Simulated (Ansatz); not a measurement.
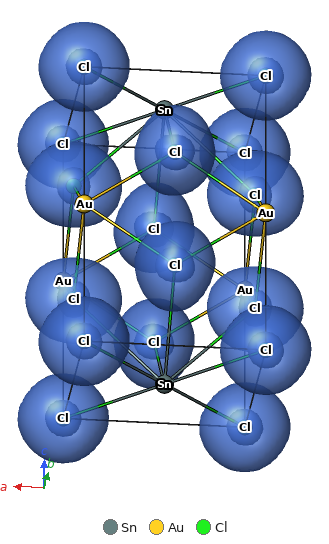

SnAuCl₅. Isosurface of the ELF at 0.75 (blue), seen at an oblique angle. Core shells and regions of very low density are left out. Sticks mark near contacts.

Space group P4/mmm; a structure from a database of computed crystals, not necessarily the ambient phase; started from the MgPPd5-123 prototype, which need not be the ambient phase.

Level of theory: Ansatz, DFT, r2SCAN+rVV10, plane waves, PAW.

In a PAW calculation such maps are meaningful between the atoms, not at the nuclei.

**Where are the electrons localised?**

The surface consists of five regions wrapped around Cl (the valence shell of each), counted in one cell of 7 atoms. Any copies at cell faces, edges or corners count once. Profiles from the grid: Au–Cl (2.73 Å): the ELF peaks at about 0.85 in the valence shell of Cl, 0.8 Å from its nucleus, and drops to about 0.15 between the two atoms. Sn–Cl (3.15 Å): the ELF is about 0.15 at the midpoint (no localised pair shows between them).
